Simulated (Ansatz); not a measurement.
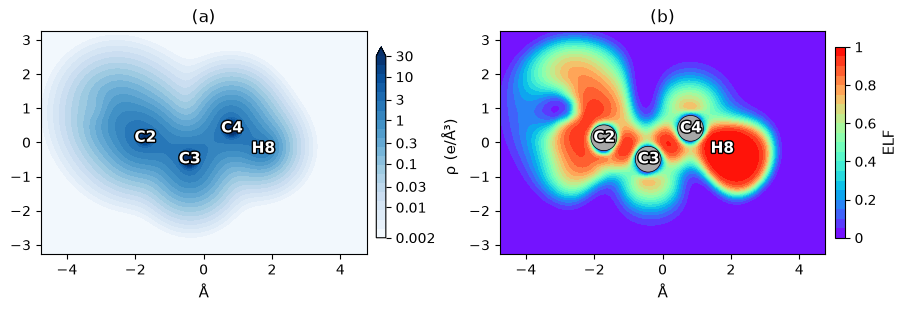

C3H5B (SMILES B#CCC). (a) total electron density; (b) ELF on the plane of atoms C3, C4 and H8. Grey discs cover the atomic cores in the ELF map.

Theory: RKS PBE/def2-mTZVP (Ansatz).

The calculation's input:

```
crystal:
  periodic: [false, false, false]
  atoms:
    - { symbol: B, position_ang: [-0.47488, 1.20714, -2.33906] }
    - { symbol: C, position_ang: [0.03497, 1.00896, -1.15643] }
    - { symbol: C, position_ang: [0.57435, 0.30804, 0.01492] }
    - { symbol: C, position_ang: [-0.42973, -0.66166, 0.63468] }
    - { symbol: H, position_ang: [1.48549, -0.23322, -0.25991] }
    - { symbol: H, position_ang: [0.84549, 1.07219, 0.75159] }
    - { symbol: H, position_ang: [-0.6965, -1.4306, -0.08552] }
    - { symbol: H, position_ang: [-0.00355, -1.13644, 1.51617] }
    - { symbol: H, position_ang: [-1.33565, -0.13441, 0.92355] }
basis:
  gaussian: { orbitals: def2-mTZVP }
hamiltonian:
  xc: pbe
relax:
  f_tol: 0.015
  max_steps: 40
output:
  orbitals: {}
```

Command:

```sh
ansatz run input.yaml --threads 1 --pin off --max-ram 2048MiB --backend cpu --events-out ev --progress --plain --runs-dir out
```

The fields are those of the relaxed geometry.

**What do the fields say about this system?**

The plane passes through C and H nuclei.
C–C (1.45 Å): the density is about 1.8 e/Å³ at the midpoint; the ELF peaks at about 0.95 between the atoms, as expected for a covalent bond.
C–H (1.10 Å): the density is about 1.9 e/Å³ at the midpoint; the ELF climbs to about 1 towards the hydrogen, as it does in any bond to H (a covalent bond by its length).
C–C (1.53 Å): the density is about 1.6 e/Å³ at the midpoint; the ELF peaks at about 0.95 between the atoms: a covalent bond.
